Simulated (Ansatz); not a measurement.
**ZrC (Fm-3m): the Drude term of Re ε in the infrared**

Re ε of ZrC (Fm-3m) at low photon energies is read from one computed spectrum; the carriers' damping was typed as γ = 0.03 eV.

Symmetry: Fm-3m, No. 225, cubic system. Conventional cell: a = 4.730 Å, b = 4.730 Å, c = 4.730 Å, α = 90.00°, β = 90.00°, γ = 90.00°. Zr on site b has 6 C at 2.37 Å as nearest neighbours. Around C on site a lie 6 Zr at 2.37 Å.

Method: Ansatz 0.2.0, PBE, independent particles, k-mesh 12×12×12 with interpolation inside its cells, Gaussian parameter 0.1 eV.

Launch of the response step: `ansatz run input.yaml --threads 4 --pin off --max-ram 8192MiB --backend cpu --events-out ev --progress --plain --runs-dir out`. The run took 8 s, on 4 threads of Arm Neoverse V1, with other jobs on the host.

| photon energy E (eV) | wavelength (µm) | Re ε |
| --- | --- | --- |
| 0.25 | 4.96 | -111.1 |
| 0.30 | 4.13 | -68.9 |
| 0.35 | 3.54 | -43.6 |
| 0.40 | 3.10 | -27.1 |
| 0.50 | 2.48 | -9.5 |
| 0.60 | 2.07 | -3.6 |
| 0.70 | 1.77 | ? |

A Drude term over a constant background gives Re ε = ε_b − ωp²/(E² + γ²), linear in 1/(E² + γ²).

Working, on the rows shown:

| x = 1/(E² + γ²) (eV⁻²) | y = Re ε |
| --- | --- |
| 15.7729 | -111.1 |
| 11.0011 | -68.9 |
| 8.10373 | -43.6 |
| 6.21504 | -27.1 |
| 3.98565 | -9.5 |
| 2.77085 | -3.6 |

Means: x̄ = 7.9749, ȳ = -43.967. Σ(x − x̄)(y − ȳ) = -976.2, Σ(x − x̄)² = 116.1. Slope = -976.2 / 116.1 = -8.41; intercept = ȳ − slope · x̄ = 23.099. The line misses the rows shown by at most 3.4.

Q: What does the fit predict for the withheld row, and how well does it do?

A: At x = 2.0371 the line gives y = 5.9681. The run gave -2.0, so the extrapolation is off by 8, 7 % of the range in the table. Beyond its data the fit drifts from the curve.

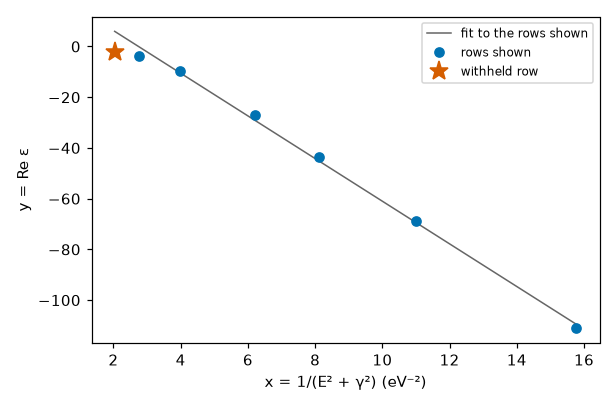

Refitted with all rows, the slope is -8.132 and the intercept 19.985. These give ωp = √(−slope) = 2.85 eV, against 3.21 eV from the program's Fermi-surface sum, and an intercept of 20.0. Taking the program's Drude term off the rows leaves 52 at the lowest energy and 19 at the highest, so the background isn't constant: interband transitions lie in or near the window, and neither fitted number can be trusted. The cell comes from an older database entry, whose edges can be off by a per cent or so. The values come from a sum over the points of one k-mesh and carry its error, which is largest for Fermi-surface quantities. Spin-orbit coupling is left out.
